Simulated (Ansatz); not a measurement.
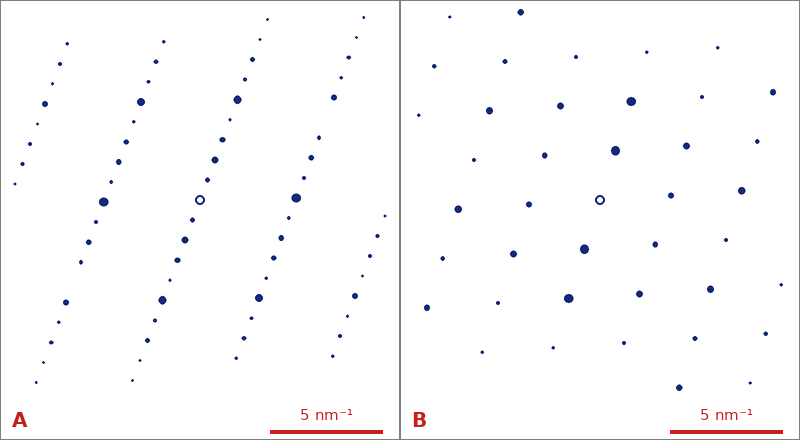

Kinematic electron diffraction patterns (200 kV, B = 0.5 Å², same scale, each along a low-index zone) of two structures of composition Li2Si3, each relaxed at zero pressure with DFT PBE, scalar-relativistic, plane waves, PAW in Ansatz.

The structures (standard cells):
1. P6/mmm (No. 191), a = 4.969 Å, c = 4.557 Å (hexagonal axes), 5 atoms; generated start, possibly hypothetical
2. R-3m (No. 166), a = 2.867 Å, c = 31.134 Å (hexagonal axes), 15 atoms; generated start, possibly hypothetical

Q: Which pattern belongs to which structure, and along which zone?

A: A is structure 2 along [100] or an equivalent direction: oblique net of 0 0 3 at d = 10.38 Å and 0 -1 1 at d = 2.48 Å, 85.4° apart (some points of this net are extinct or too weak to see). B is structure 1 along [101] or an equivalent direction: centred rectangular net of 0 1 0 at d = 4.30 Å and 1 0 -1 at d = 3.13 Å, 68.7° apart.

Q: Rank the structures by their computed energy.

A: Structure 2 (R-3m, 14.78 Å³ an atom) is the lowest of these; structure 1 (P6/mmm, 19.49 Å³ an atom) lies about 120 meV an atom higher. These are static energies at 0 K; other structures, not shown, may lie lower still.
